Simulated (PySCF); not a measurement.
# Si2H3Cl3 (SMILES Cl[SiH2][SiH](Cl)Cl): levels of theory compared

Aim: a comparison of 5 runs (HF/STO-3G, B3LYP/STO-3G, B3LYP/6-31G*, PBE0/def2-SVP, TPSSh/def2-TZVP) of Si2H3Cl3. Input form: a Python script.

Program for the calculation: PySCF 2.14.0.

## Step 1: The structure to begin with

The species is Si2H3Cl3 (8 atoms), meant as a singlet with charge 0. As SMILES, `Cl[SiH2][SiH](Cl)Cl`. The coordinates come from a PBE0-D4/def2-TZVP relaxation. This is one conformer, not always the lowest.

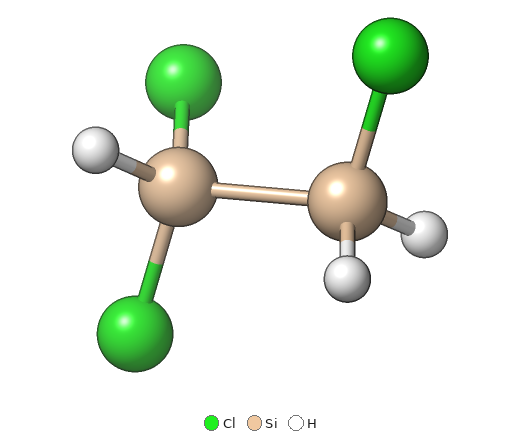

The structure, seen from a chosen angle (chlorine green, silicon light orange, hydrogen white).

## Step 2: Energy and forces at HF/STO-3G (run 1)

Input file calc.py:

```python
from pyscf import gto, scf

mol = gto.M(
    atom='''
Cl  -0.458700   0.128400   2.609600
Si  -0.094300   0.920800   0.747300
Si   0.244600  -0.847400  -0.744100
Cl  -1.463100  -1.970500  -0.848000
Cl   0.656700  -0.037600  -2.583800
H    1.114100   1.778000   0.825100
H   -1.266800   1.723200   0.324500
H    1.359600  -1.752000  -0.386400
''',
    basis='sto-3g',
    max_memory=1860,
    spin=0,
    verbose=3,
)

mf = scf.RHF(mol)
mf.conv_tol = 1e-10
mf.kernel()
if not mf.converged:
    mf = mf.newton().run(mf.mo_coeff, mf.mo_occ)

etot = mf.e_tot
print('E(%s) = %.9f' % ('HF', etot))
grad = mf.nuc_grad_method().kernel()
dip = mf.dip_moment()
pop, q = mf.mulliken_pop()
```

On the command line:

```console
$ OMP_NUM_THREADS=1 python calc.py
```

Output:

```text
converged SCF energy = -1936.87458782677
E(HF) = -1936.874587827
--------------- RHF gradients ---------------
         x                y                z
0 Cl     0.0026552419     0.0049432872    -0.0151376317
1 Si    -0.0072127554    -0.0238234963     0.0369835521
2 Si    -0.0300038455    -0.0065223392    -0.0418864651
3 Cl     0.0165629480     0.0125788131     0.0032873271
4 Cl    -0.0039337913    -0.0055761749     0.0183116448
5 H     0.0246985870     0.0182501309     0.0006708136
6 H    -0.0235221915     0.0164491645    -0.0101152759
7 H     0.0207558068    -0.0162993853     0.0078860351
----------------------------------------------
Dipole moment(X, Y, Z, Debye):  2.03582,  1.74353,  0.30627
 ** Mulliken pop  **
pop of  0 Cl 1s           1.99998
pop of  0 Cl 2s           1.99903
pop of  0 Cl 3s           1.98288
pop of  0 Cl 2px          1.99933
pop of  0 Cl 2py          1.99828
pop of  0 Cl 2pz          1.99234
pop of  0 Cl 3px          1.96220
pop of  0 Cl 3py          1.89946
pop of  0 Cl 3pz          1.53937
pop of  1 Si 1s           1.99963
pop of  1 Si 2s           1.98749
pop of  1 Si 3s           1.25048
pop of  1 Si 2px          1.96590
pop of  1 Si 2py          1.96515
pop of  1 Si 2pz          1.96110
pop of  1 Si 3px          0.82231
pop of  1 Si 3py          0.79295
pop of  1 Si 3pz          0.61101
pop of  2 Si 1s           1.99963
pop of  2 Si 2s           1.98737
pop of  2 Si 3s           1.25919
pop of  2 Si 2px          1.96248
pop of  2 Si 2py          1.96468
pop of  2 Si 2pz          1.96234
pop of  2 Si 3px          0.67456
pop of  2 Si 3py          0.78346
pop of  2 Si 3pz          0.66006
pop of  3 Cl 1s           1.99998
pop of  3 Cl 2s           1.99903
pop of  3 Cl 3s           1.98330
pop of  3 Cl 2px          1.99339
pop of  3 Cl 2py          1.99686
pop of  3 Cl 2pz          1.99941
pop of  3 Cl 3px          1.60393
pop of  3 Cl 3py          1.81052
pop of  3 Cl 3pz          1.96574
pop of  4 Cl 1s           1.99998
pop of  4 Cl 2s           1.99904
pop of  4 Cl 3s           1.98329
pop of  4 Cl 2px          1.99908
pop of  4 Cl 2py          1.99813
pop of  4 Cl 2pz          1.99257
pop of  4 Cl 3px          1.94581
pop of  4 Cl 3py          1.88909
pop of  4 Cl 3pz          1.55342
pop of  5 H 1s            1.10763
pop of  6 H 1s            1.10354
pop of  7 H 1s            1.09361
 ** Mulliken atomic charges  **
charge of    0Cl =     -0.37286
charge of    1Si =      0.64398
charge of    2Si =      0.74623
charge of    3Cl =     -0.35216
charge of    4Cl =     -0.36042
charge of    5H =     -0.10763
charge of    6H =     -0.10354
charge of    7H =     -0.09361
```

Run time: 7.5 s. Hardware: 1 thread of Intel Xeon at 2.50GHz (Skylake/Cascade Lake), shared host; peak memory 0.12 GiB.

## Step 3: Energy and forces at B3LYP/STO-3G (run 2)

Input file calc.py:

```python
import pyscf.grad
from pyscf import gto, dft

molecule = gto.Mole()
molecule.atom = '''
Cl    -0.458700     0.128400     2.609600
Si    -0.094300     0.920800     0.747300
Si     0.244600    -0.847400    -0.744100
Cl    -1.463100    -1.970500    -0.848000
Cl     0.656700    -0.037600    -2.583800
H      1.114100     1.778000     0.825100
H     -1.266800     1.723200     0.324500
H      1.359600    -1.752000    -0.386400
'''
molecule.verbose = 3
molecule.spin = 0
molecule.max_memory = 1860
molecule.basis = 'sto-3g'
molecule.build()

ks = dft.RKS(molecule)
ks.xc = 'b3lyp'
ks.grids.level = 5
ks.conv_tol = 1e-10
ks.kernel()
if not ks.converged:
    ks = ks.newton().run(ks.mo_coeff, ks.mo_occ)

etot = ks.e_tot
print(f'total energy: {etot:.8f} hartree')
grad = ks.Gradients().kernel()
ks.analyze()
```

On the command line:

```console
$ OMP_NUM_THREADS=1 python calc.py
```

Output:

```text
converged SCF energy = -1939.78787679611
total energy: -1939.78787680 hartree
--------------- RKS gradients ---------------
         x                y                z
0 Cl     0.0041972417     0.0077114139    -0.0225325888
1 Si    -0.0070406840    -0.0158751266     0.0334589989
2 Si    -0.0243088028    -0.0100735173    -0.0381454225
3 Cl     0.0235932216     0.0175907442     0.0025488430
4 Cl    -0.0065820521    -0.0095406272     0.0259583515
5 H     0.0130893058     0.0092384425     0.0003722048
6 H    -0.0125009053     0.0082509881    -0.0055198736
7 H     0.0095498711    -0.0073016380     0.0038841214
----------------------------------------------
**** MO energy ****
MO #1   energy= -100.432812882616  occ= 2
MO #2   energy= -100.432560334026  occ= 2
MO #3   energy= -100.42067973475   occ= 2
MO #4   energy= -65.501819530616   occ= 2
MO #5   energy= -65.4593302705705  occ= 2
MO #6   energy= -9.2388467810737   occ= 2
MO #7   energy= -9.23852056929724  occ= 2
MO #8   energy= -9.22730805373433  occ= 2
MO #9   energy= -7.01681849213891  occ= 2
MO #10  energy= -7.0165308378339   occ= 2
MO #11  energy= -7.00536410368147  occ= 2
MO #12  energy= -7.003538606282    occ= 2
MO #13  energy= -7.00322114904754  occ= 2
MO #14  energy= -7.00312678358886  occ= 2
MO #15  energy= -7.00280349088238  occ= 2
MO #16  energy= -6.99184391735557  occ= 2
MO #17  energy= -6.99165303306199  occ= 2
MO #18  energy= -5.22025442124327  occ= 2
MO #19  energy= -5.1814953238923   occ= 2
MO #20  energy= -3.5233010708297   occ= 2
MO #21  energy= -3.52063329078191  occ= 2
MO #22  energy= -3.51768590141485  occ= 2
MO #23  energy= -3.48463867368497  occ= 2
MO #24  energy= -3.4807430949238   occ= 2
MO #25  energy= -3.47986903514755  occ= 2
MO #26  energy= -0.800554631291322 occ= 2
MO #27  energy= -0.771893724881641 occ= 2
MO #28  energy= -0.763520390969482 occ= 2
MO #29  energy= -0.551667027860798 occ= 2
MO #30  energy= -0.490075461066125 occ= 2
MO #31  energy= -0.382038136180296 occ= 2
MO #32  energy= -0.364633637005234 occ= 2
MO #33  energy= -0.354768796770065 occ= 2
MO #34  energy= -0.34699555298873  occ= 2
MO #35  energy= -0.338174258400135 occ= 2
MO #36  energy= -0.273790972330538 occ= 2
MO #37  energy= -0.268382497238359 occ= 2
MO #38  energy= -0.264945371001757 occ= 2
MO #39  energy= -0.26109314706793  occ= 2
MO #40  energy= -0.25267536647621  occ= 2
MO #41  energy= -0.229075723596573 occ= 2
MO #42  energy= 0.0794290079567748 occ= 0
MO #43  energy= 0.11796617104244   occ= 0
MO #44  energy= 0.15628689086454   occ= 0
MO #45  energy= 0.178094410744341  occ= 0
MO #46  energy= 0.251939395425546  occ= 0
MO #47  energy= 0.280140142846637  occ= 0
MO #48  energy= 0.326832484403095  occ= 0
 ** Mulliken atomic charges  **
charge of    0Cl =     -0.26473
charge of    1Si =      0.48094
charge of    2Si =      0.54361
charge of    3Cl =     -0.24837
charge of    4Cl =     -0.25647
charge of    5H =     -0.08802
charge of    6H =     -0.08518
charge of    7H =     -0.08178
Dipole moment(X, Y, Z, Debye):  1.77014,  1.52725,  0.26832
```

Wall time 39 s (1 thread of Intel Xeon at 2.50GHz (Skylake/Cascade Lake), shared host); peak memory 0.51 GiB.

Runs 3 to 4 aren't shown in full; the table further down has their settings and results.

## Step 4: Energy and gradient at TPSSh/def2-TZVP (run 5)

Input file job.py:

```python
import pyscf.grad
from pyscf import gto, dft

system = gto.Mole()
system.atom = '''
Cl    -0.866817     0.242641     4.931429
Si    -0.178201     1.740060     1.412192
Si     0.462227    -1.601354    -1.406145
Cl    -2.764858    -3.723705    -1.602488
Cl     1.240983    -0.071054    -4.882674
H      2.105344     3.359933     1.559213
H     -2.393905     3.256376     0.613216
H      2.569272    -3.310800    -0.730190
'''
system.basis = 'def2-tzvp'
system.unit = 'bohr'
system.verbose = 3
system.max_memory = 1860
system.build()

mf = dft.RKS(system)
mf.xc = 'tpssh'
mf.grids.level = 5
mf.conv_tol = 1e-10
mf.kernel()
if not mf.converged:
    mf = mf.newton().run(mf.mo_coeff, mf.mo_occ)

e_tot = mf.e_tot
print('E(%s) = %.9f' % ('TPSSH', e_tot))
grad = mf.Gradients().kernel()
mf.analyze()
```

On the command line:

```console
$ OMP_NUM_THREADS=1 python job.py
```

Output:

```text
converged SCF energy = -1961.68571858876
[... 25 lines left out ...]
MO #16  energy= -7.12394002526325  occ= 2
[... 16 lines left out ...]
MO #33  energy= -0.389179145078327 occ= 2
[... 16 lines left out ...]
MO #50  energy= 0.117278665669516  occ= 0
[... 16 lines left out ...]
MO #67  energy= 0.33773623976799   occ= 0
[... 16 lines left out ...]
MO #84  energy= 0.568397164355206  occ= 0
[... 16 lines left out ...]
MO #101 energy= 0.995192922496518  occ= 0
[... 16 lines left out ...]
MO #118 energy= 1.3489091153172    occ= 0
[... 16 lines left out ...]
MO #135 energy= 1.8178438536609    occ= 0
[... 16 lines left out ...]
MO #152 energy= 2.08621508721379   occ= 0
[... 16 lines left out ...]
MO #169 energy= 2.34568430952552   occ= 0
[... 16 lines left out ...]
MO #186 energy= 6.18300078474693   occ= 0
[... 16 lines left out ...]
MO #203 energy= 25.0200325650652   occ= 0
[... 9 lines left out ...]
Dipole moment(X, Y, Z, Debye):  0.71460,  0.67444,  0.05934
```

It took 11 min on 1 thread of Intel Xeon at 2.50GHz (Skylake/Cascade Lake), shared host; peak memory 1.7 GiB.

## Step 5: Overview of the runs

| run | level | integration grid | energy (Eh) | dipole moment (D) | HOMO energy (eV) | LUMO energy (eV) | wall time |
| --- | --- | --- | --- | --- | --- | --- | --- |
| 1 | HF/STO-3G | – | -1936.874588 | 2.70 | -9.49 | 6.85 | 7.5 s |
| 2 | B3LYP/STO-3G | 5 | -1939.787877 | 2.35 | -6.23 | 2.16 | 39 s |
| 3 | B3LYP/6-31G* (spherical functions) | 5 | -1961.510569 | 1.36 | -8.09 | -1.22 | 1.8 min |
| 4 | PBE0/def2-SVP | 5 | -1960.218483 | 1.08 | -8.16 | -0.86 | 99 s |
| 5 | TPSSh/def2-TZVP | 5 | -1961.685719 | 0.98 | -7.66 | -1.40 | 11 min |

## Step 6: Outcome

| quantity | value |
| --- | --- |
| run 5: total energy | -1961.68572 Eh |
| run 5: dipole moment | 0.98 D |
| run 5: HOMO energy | -7.66 eV |
| run 5: LUMO energy | -1.40 eV |
| run 5: HOMO–LUMO gap | 6.27 eV |
| run 5: largest force on an atom | 0.190 eV/Å |

The dipole moment (its size) runs from 0.98 D (TPSSh/def2-TZVP) to 2.70 D (HF/STO-3G). The two ends differ in method and basis. The HOMO–LUMO gap runs from 6.27 eV (TPSSh/def2-TZVP) to 16.34 eV (HF/STO-3G). Totals of different functionals can't be ranked against each other. In runs 1, 2 the basis is minimal, so the values are rough. All runs together took 15 min, the longest 11 min.
